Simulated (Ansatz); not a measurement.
# [OF2]+ (SMILES F[O+]F) at 6 levels

Aim: a comparison of 6 runs (U-r2SCAN/STO-3G, U-r2SCAN0/STO-3G, UBHLYP/STO-3G, UPBE/STO-3G, UCCSDT/STO-3G, UCCSD(T)/STO-3G) of [OF2]+. 

The calculation is run with Ansatz 0.2.0.

16 further runs of the same task are left out: 13 that didn't finish, 3 set aside as unsound or not needed.

### Step 1. The system as given

[OF2]+: 3 atoms, total charge +1, spin state doublet. SMILES: `F[O+]F`. The O2–F1 distance was set to 2.574 Å, away from the relaxed value. At this shape a bond of the SMILES string is far longer than usual.

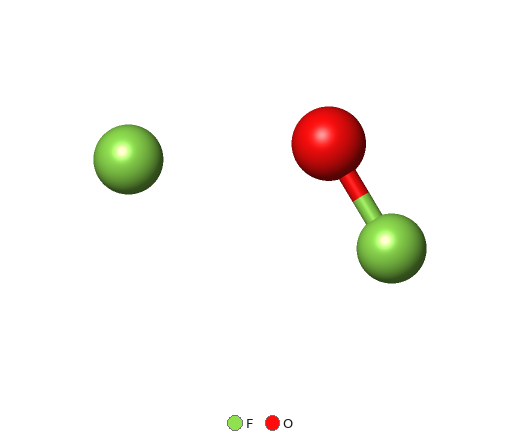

The structure, seen from a chosen angle (fluorine green, oxygen red).

### Step 2. A single-point energy at U-r2SCAN/STO-3G (run 1)

The input, input.yaml:

```yaml
basis:
  gaussian:
    orbitals: STO-3G
crystal:
  periodic: [false, false, false]
  atoms:
    - {symbol: F, position_ang: [1.856068, -1.083684, 0.904463]}
    - {symbol: O, position_ang: [0.000600, 0.484920, 0.053430]}
    - {symbol: F, position_ang: [-0.928920, -0.185540, -0.532380]}
total_charge: 1
magnetization:
  spin_polarized: true
  initial_magnetization: 1
hamiltonian:
  xc: {name: r2SCAN}
accuracy: high
```

Launch:

```sh
$ ansatz run input.yaml --threads 1 --pin off --max-ram 2610MiB --events-out events.jsonl --progress --plain --runs-dir runs
```

Log:

```text
Warning: RAYON_NUM_THREADS=1 ignored (pool sized by the plan → 1); use --threads N
Functional definition: r2SCAN
  name "r2SCAN"
  parameter k0 = 0.174
  parameter k1 = 0.065
  parameter a1 = 4.9479
  exchange = r2scan_x(k0 = k0, k1 = k1, a1 = a1)
  correlation = r2scan_c
233 factors; integrals over basis functions are off by at most 3.7e-8 eV
mean field evaluation 1: about -7328.8449 eV, gradient 1.3e1 eV
mean field evaluation 2: about -7128.3013 eV, gradient 6.3e0 eV
mean field evaluation 4: about -7325.4973 eV, gradient 2.2e1 eV
mean field evaluation 8: about -7355.1927 eV, gradient 3.3e0 eV
mean field evaluation 16: about -7356.6956 eV, gradient 1.6e-1 eV
mean field evaluation 32: about -7339.6204 eV, gradient 3.3e1 eV
mean field evaluation 64: about -7356.8310 eV, gradient 6.2e-7 eV
mean field evaluation 96: about -7356.6581 eV, gradient 1.5e0 eV
mean field evaluation 128: about -7344.4854 eV, gradient 2.3e1 eV
mean field evaluation 160: about -7356.6951 eV, gradient 7.9e-3 eV
mean field evaluation 192: about -7354.9377 eV, gradient 9.4e0 eV
mean field -7356.83304073 eV, -270.3586276061 hartree, gradient 2.2e-8 eV, S^2 1.750890; 13 other end points of the search recorded, 0 dependent functions left out
reference -7356.83304085 eV, -270.3586276106 hartree; 13, 12 occupied and 2, 3 virtual orbitals, 233 factors
Total energy: -7356.83304085 eV, -270.3586276106 hartree
```

It took 62 s on 1 thread of Arm Neoverse V1, shared host; peak memory 0.18 GiB.

### Step 3. The energy at U-r2SCAN0/STO-3G (run 2)

The input, molecule.yaml:

```yaml
crystal:
  periodic: [false, false, false]
  atoms:
    - {symbol: F, position_ang: [1.856068, -1.083684, 0.904463]}
    - {symbol: O, position_ang: [0.000600, 0.484920, 0.053430]}
    - {symbol: F, position_ang: [-0.928920, -0.185540, -0.532380]}
basis:
  gaussian: {orbitals: STO-3G}
hamiltonian: {xc: {name: r2SCAN0}}
accuracy: high
magnetization: {spin_polarized: true, initial_magnetization: 1}
total_charge: 1
```

Launch:

```sh
$ ansatz run molecule.yaml --threads 1 --pin off --max-ram 2610MiB --events-out events.jsonl --progress --plain --runs-dir runs
```

Log, shortened:

```text
Warning: RAYON_NUM_THREADS=1 ignored (pool sized by the plan → 1); use --threads N
Functional definition: r2SCAN0
  name "r2SCAN0"
[...]
233 factors; integrals over basis functions are off by at most 3.7e-8 eV
[...]
mean field -7355.88498110 eV, -270.3237870574 hartree, gradient 9.2e-8 eV, S^2 1.752072; 10 other end points of the search recorded, 0 dependent functions left out
reference -7355.88498119 eV, -270.3237870608 hartree; 13, 12 occupied and 2, 3 virtual orbitals, 233 factors
Total energy: -7355.88498119 eV, -270.3237870608 hartree
```

Run time: 62 s. Hardware: 1 thread of Arm Neoverse V1, shared host; peak memory 0.18 GiB.

Runs 3 to 5 aren't shown in full; the table further down has their settings and results.

### Step 4. The energy at UCCSD(T)/STO-3G (run 6)

The input, job.yaml:

```yaml
crystal:
  periodic: [false, false, false]
  atoms:
    - {symbol: F, position_ang: [1.856068, -1.083684, 0.904463]}
    - {symbol: O, position_ang: [0.000600, 0.484920, 0.053430]}
    - {symbol: F, position_ang: [-0.928920, -0.185540, -0.532380]}
basis:
  gaussian:
    orbitals: STO-3G
scf:
  omitted_lower_state_checks: [cluster_reference, increment]
total_charge: 1
accuracy: high
magnetization:
  spin_polarized: true
  initial_magnetization: 1
correlation:
  method: ccsd_t
  frozen_orbitals: {F: 1, O: 1}
```

Launch:

```sh
$ ansatz run job.yaml --threads 1 --pin off --max-ram 2610MiB --events-out events.jsonl --progress --plain --runs-dir runs
```

Log:

```text
Warning: RAYON_NUM_THREADS=1 ignored (pool sized by the plan → 1); use --threads N
[... 19 lines left out ...]
3 core orbitals not correlated: weight in the atoms' cores, before any rotation towards them, 1.000 or more for the frozen orbitals, at most 0.000 for the correlated occupied ones
[... 65 lines left out ...]
Total energy: -7334.59843299 eV, -269.5415208431 hartree
Checks for a lower state left out: cluster_reference, increment
```

It took 1.1 s on 1 thread of Arm Neoverse V1, shared host.

### Step 5. All runs side by side

```csv
run,level,frozen core orbitals,energy (Eh),⟨S²⟩,wall time
1,U-r2SCAN/STO-3G,–,-270.358628,1.751,62 s
2,U-r2SCAN0/STO-3G,–,-270.323787,1.752,62 s
3,UBHLYP/STO-3G,–,-270.320342,1.753,20 s
4,UPBE/STO-3G,–,-270.170981,1.751,27 s
5,UCCSDT/STO-3G,3,-269.544442,1.786,3.3 s
6,UCCSD(T)/STO-3G,3,-269.541521,1.786,1.1 s
```

### Step 6. Outcome

| quantity | value |
| --- | --- |
| run 6: total energy | -269.54152 Eh |
| run 6: correlation energy (3 core orbitals frozen) | -102.9 mEh |
| run 6: (T) correction | -3.57 mEh |
| run 6: ⟨S²⟩ of the reference determinant | 1.786 |
| run 6: T1 diagnostic | 0.052 |

Totals of different functionals can't be ranked against each other. In runs 1, 2, 3, 4, 5, 6 the basis is minimal, so the values are rough. Spin contamination of the reference: run 5 ⟨S²⟩ = 1.79, run 6 ⟨S²⟩ = 1.79, run 3 ⟨S²⟩ = 1.75, run 2 ⟨S²⟩ = 1.75, run 1 ⟨S²⟩ = 1.75, run 4 ⟨S²⟩ = 1.75. Where it is this large, the reference is a mixture of spin states, and values that rest on it are in doubt. All runs together took 2.9 min, the longest 62 s.
